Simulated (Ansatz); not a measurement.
## Hf11Si13: density-of-states calculation (part 2 of 2)

Hf11Si13 (disordered cell, 24 atoms in the cell); DFT PBE, scalar-relativistic, plane waves, PAW, no spin polarisation (Ansatz 0.2.0); cutoff 420 eV, 3×3×4 k-mesh, Gaussian smearing of 0.1 eV. It belongs to a series of runs on one base structure; here: the quenched liquid, relaxed in part.

Geometry of the input (Å; fractional positions):
```
7.1200  -0.4233  0.5570
-0.4389  7.6717  0.4830
0.5379  0.4735  8.3062
Si 0.4739  0.9914  0.7081
Si 0.9223  0.4054  0.1875
Si 0.7661  0.9184  0.5824
Si 0.1733  0.5850  0.5969
Si 0.6805  0.0454  0.1219
Si 0.8148  0.6353  0.7774
Si 0.6942  0.3570  0.7073
Si 0.3590  0.1715  0.2679
Si 0.2212  0.3139  0.0251
Si 0.5568  0.7241  0.1110
Si 0.9632  0.2145  0.5798
Si 0.9998  0.0829  0.9467
Si 0.5103  0.5318  0.5100
Hf 0.4559  0.8613  0.4105
Hf 0.2945  0.2727  0.7096
Hf 0.9406  0.7351  0.0520
Hf 0.9892  0.0546  0.2886
Hf 0.2666  0.5018  0.2796
Hf 0.0981  0.8972  0.6994
Hf 0.8837  0.6403  0.4311
Hf 0.3290  0.9651  0.0269
Hf 0.6485  0.2407  0.4211
Hf 0.3837  0.6373  0.8352
Hf 0.6155  0.3918  0.0217
```

### Output, continued
```
  k-point 1: bands = ["-47.1087", "-47.0424", "-47.0325", "-47.0147", "-46.9245", "-46.7917", "-46.7797", "-46.6824", "-46.6698", "-46.6528", "-46.6074", "-15.8942", "-15.8578", "-15.8291", "-15.8174", "-15.8062", "-15.7924", "-15.7643", "-15.7570", "-15.7467", "-15.7127", "-15.6958", "-15.6881", "-15.6652", "-15.6245", "-15.5880", "-15.5702", "-15.5440", "-15.5243", "-15.5087", "-15.4978", "-15.4780", "-15.4719", "-15.4375", "-15.4222", "-15.4085", "-15.3502", "-15.3338", "-15.3293", "-15.3085",
      "-15.2796", "-15.2649", "-15.2180", "-15.1681", "2.8667", "2.8688", "2.8906", "2.8983", "2.9113", "2.9389", "2.9422", "2.9444", "2.9467", "2.9493", "2.9511", "2.9571", "2.9643", "2.9731", "2.9758", "2.9812", "2.9816", "2.9830", "2.9897", "2.9943", "2.9960", "3.0020", "3.0067", "3.0080", "3.0161", "3.0189", "3.0432", "3.0469", "3.0714", "3.0750", "3.0815", "3.0863", "3.0928", "3.1099", "3.1118", "3.1976",
      "3.1987", "3.2057", "3.2102", "3.2168", "3.2195", "3.2218", "3.2261", "3.2316", "3.2349", "3.2373", "3.2471", "3.2817", "3.2843", "3.3104", "3.3161", "3.3177", "3.3204", "3.3242", "3.3256", "3.3291", "3.3328", "3.3380", "3.3404", "3.3452", "3.3460", "3.3490", "3.3519", "3.3548", "3.3628", "3.3643", "3.3670", "3.3700", "3.3762", "3.3795", "3.3972", "3.3980", "3.4032", "3.4045", "3.4097", "3.4141",
      "3.4182", "3.6664", "4.4862", "5.5681", "5.9017", "6.1773", "6.3483", "6.6605", "7.0233", "7.1609", "7.4465", "7.7681", "8.8663", "9.4445", "9.8231", "10.0577", "10.3171", "10.4577", "10.6046", "10.8958", "10.9359", "11.1278", "11.2291", "11.3945", "11.6277", "11.6919", "11.8788", "12.0833", "12.1633", "12.4012", "12.4871", "12.7177", "12.9110", "13.0091", "13.0654", "13.2130", "13.3687", "13.5446", "13.6018", "13.7072",
      "13.8806", "13.9818", "14.0654", "14.1351", "14.2550", "14.3766", "14.5217", "14.6564", "14.8476", "15.0185", "15.1937", "15.3126", "15.3933", "15.6124", "15.7200", "15.9687", "16.1367", "16.2007", "16.3971", "16.4760", "16.5134"]
  k-point 2: bands = ["-47.1087", "-47.0424", "-47.0325", "-47.0147", "-46.9245", "-46.7917", "-46.7797", "-46.6824", "-46.6698", "-46.6528", "-46.6074", "-15.8940", "-15.8560", "-15.8293", "-15.8169", "-15.8109", "-15.7915", "-15.7635", "-15.7587", "-15.7457", "-15.7115", "-15.6959", "-15.6874", "-15.6657", "-15.6239", "-15.5873", "-15.5699", "-15.5395", "-15.5273", "-15.5104", "-15.4958", "-15.4824", "-15.4722", "-15.4417", "-15.4196", "-15.4058", "-15.3492", "-15.3324", "-15.3289", "-15.3067",
      "-15.2823", "-15.2651", "-15.2202", "-15.1676", "2.8668", "2.8688", "2.8906", "2.8983", "2.9113", "2.9388", "2.9418", "2.9445", "2.9472", "2.9493", "2.9511", "2.9571", "2.9645", "2.9731", "2.9756", "2.9813", "2.9816", "2.9832", "2.9899", "2.9944", "2.9960", "3.0019", "3.0067", "3.0080", "3.0161", "3.0189", "3.0433", "3.0469", "3.0716", "3.0750", "3.0815", "3.0863", "3.0929", "3.1100", "3.1118", "3.1977",
      "3.1987", "3.2057", "3.2102", "3.2180", "3.2196", "3.2220", "3.2261", "3.2317", "3.2350", "3.2373", "3.2472", "3.2822", "3.2843", "3.3118", "3.3161", "3.3193", "3.3204", "3.3241", "3.3256", "3.3293", "3.3331", "3.3380", "3.3404", "3.3452", "3.3462", "3.3489", "3.3520", "3.3550", "3.3630", "3.3644", "3.3670", "3.3699", "3.3762", "3.3798", "3.3973", "3.3982", "3.4033", "3.4047", "3.4097", "3.4147",
      "3.4182", "3.8997", "4.1534", "5.5817", "5.9010", "6.1639", "6.3438", "6.7264", "7.0115", "7.2604", "7.4644", "7.7520", "8.9192", "9.2802", "9.7679", "9.9266", "10.3230", "10.4105", "10.5365", "10.9786", "11.0226", "11.2015", "11.2989", "11.3717", "11.6507", "11.8449", "11.9550", "12.0570", "12.2936", "12.4769", "12.5687", "12.7190", "12.8191", "12.9099", "13.0237", "13.1318", "13.4447", "13.5383", "13.5900", "13.6691",
      "13.8704", "14.0105", "14.0669", "14.1232", "14.2202", "14.3561", "14.4446", "14.6664", "14.9813", "15.0938", "15.1658", "15.3143", "15.3672", "15.5772", "15.7049", "15.9204", "16.0753", "16.1619", "16.3326", "16.4430", "16.4658"]
  k-point 18: bands = ["-47.1086", "-47.0424", "-47.0325", "-47.0147", "-46.9245", "-46.7917", "-46.7796", "-46.6824", "-46.6699", "-46.6528", "-46.6073", "-15.8890", "-15.8601", "-15.8276", "-15.8187", "-15.8067", "-15.7918", "-15.7637", "-15.7528", "-15.7458", "-15.7137", "-15.6966", "-15.6840", "-15.6711", "-15.6284", "-15.5873", "-15.5708", "-15.5399", "-15.5278", "-15.5103", "-15.5020", "-15.4867", "-15.4681", "-15.4329", "-15.4186", "-15.4073", "-15.3521", "-15.3395", "-15.3291", "-15.3055",
      "-15.2754", "-15.2624", "-15.2193", "-15.1702", "2.8667", "2.8688", "2.8905", "2.8984", "2.9115", "2.9389", "2.9425", "2.9444", "2.9466", "2.9498", "2.9513", "2.9570", "2.9650", "2.9729", "2.9759", "2.9814", "2.9818", "2.9830", "2.9901", "2.9944", "2.9960", "3.0023", "3.0066", "3.0078", "3.0158", "3.0188", "3.0433", "3.0469", "3.0718", "3.0751", "3.0816", "3.0864", "3.0929", "3.1101", "3.1119", "3.1976",
      "3.1982", "3.2058", "3.2103", "3.2187", "3.2199", "3.2219", "3.2261", "3.2316", "3.2348", "3.2373", "3.2471", "3.2821", "3.2842", "3.3126", "3.3157", "3.3198", "3.3206", "3.3241", "3.3257", "3.3298", "3.3333", "3.3379", "3.3407", "3.3453", "3.3461", "3.3488", "3.3520", "3.3549", "3.3629", "3.3643", "3.3672", "3.3700", "3.3761", "3.3795", "3.3975", "3.3980", "3.4036", "3.4048", "3.4097", "3.4156",
      "3.4181", "4.1422", "4.6802", "5.0982", "5.3905", "5.6256", "6.3704", "6.7276", "7.0553", "7.5281", "7.7269", "8.0511", "8.5891", "8.9200", "9.7873", "10.0697", "10.2765", "10.5418", "10.7474", "11.0632", "11.1209", "11.2854", "11.4427", "11.5257", "11.6283", "11.6936", "11.9178", "12.0717", "12.1461", "12.2906", "12.4503", "12.5684", "12.8516", "12.9739", "13.0787", "13.2447", "13.3347", "13.4721", "13.6278", "13.7025",
      "13.8771", "13.9493", "14.1005", "14.2075", "14.2796", "14.4360", "14.5716", "14.7542", "14.9451", "15.0785", "15.2750", "15.3710", "15.4791", "15.7024", "15.8447", "15.9973", "16.0595", "16.2647", "16.4773", "16.5591", "16.6832"]
--- Löwdin populations: 24 sites ---
  site symbol       q [e]
     0     Si      4.2062
     1     Si      4.2589
     2     Si      4.0728
     3     Si      4.1656
     4     Si      4.0593
     5     Si      4.0609
     6     Si      3.9684
     7     Si      4.2046
     8     Si      4.0292
     9     Si      4.2250
    10     Si      4.0747
    11     Si      4.0188
    12     Si      4.1257
    13     Hf     25.6854
    14     Hf     25.8293
    15     Hf     25.7173
    16     Hf     25.7543
    17     Hf     25.7085
    18     Hf     25.8173
    19     Hf     25.7139
    20     Hf     25.7803
    21     Hf     25.8145
    22     Hf     25.6069
    23     Hf     25.7668
  spilling = 0.003951 (of n_electrons = 338.000000)
```

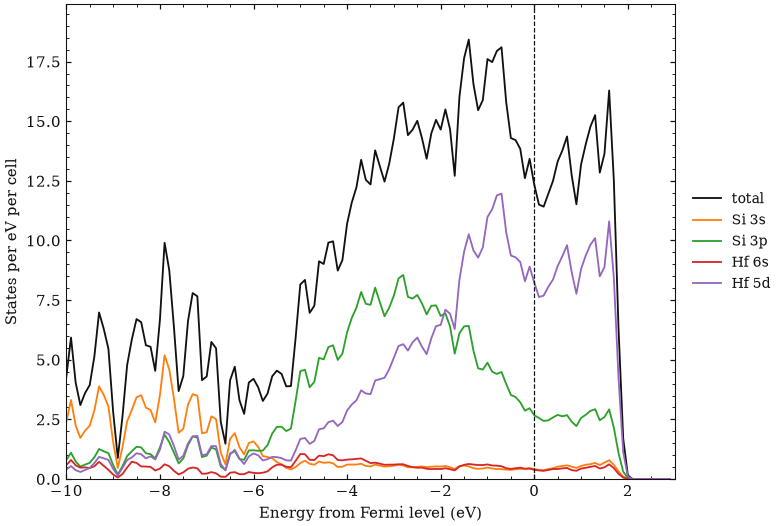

**Figure 1.** Density of states (projected on Löwdin-orthogonalised atomic shells), with energies from the Fermi level. There are states at the Fermi level: a metal at this level of theory.

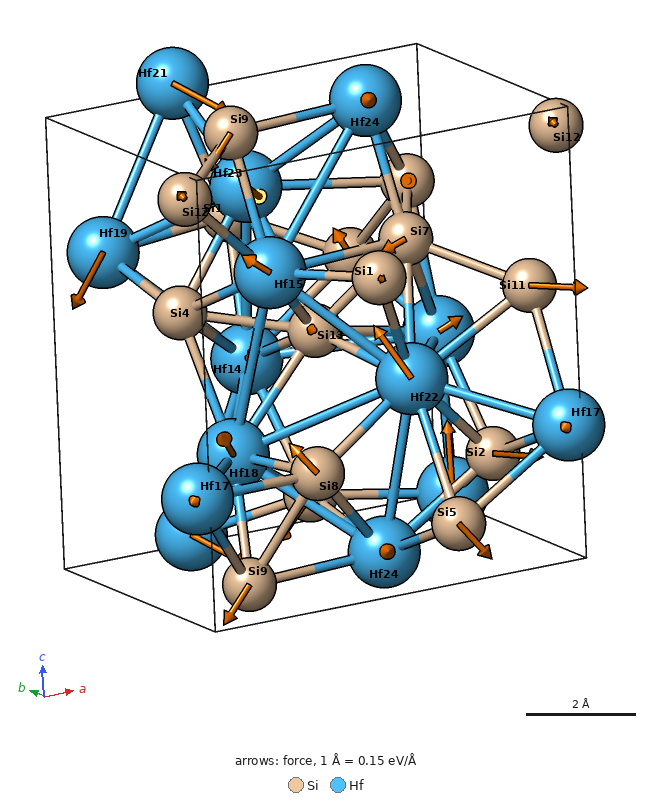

**Figure 2.** Forces on the atoms as orange arrows (ball-and-stick view of the cell of the calculation, seen slightly off an axis; atoms are numbered from 1 in the order of the input); the smallest are left out. The largest act on Hf16, Hf19 (0.20 eV/Å); Si10 (0.20 eV/Å); Hf21 (0.19 eV/Å); Hf22 (0.18 eV/Å), among others. The geometry is not a stationary point of this energy.

### Summary

- outcome: converged
- electrons treated: 338
- free energy: −181208.5634 eV
- Fermi energy: 14.929 eV
- gap on the k-point mesh: none (metallic)
- pressure: 0.05 GPa
- largest force (length of the vector): 0.204 eV/Å
- hardware: 2 threads of Arm Neoverse V1, 24 GiB of memory available, shared host
- wall time: 3.8 min (CPU time 7.5 min)
- peak memory: 1.9 GiB

### Notes

Spin–orbit coupling is left out, which matters for Hf.
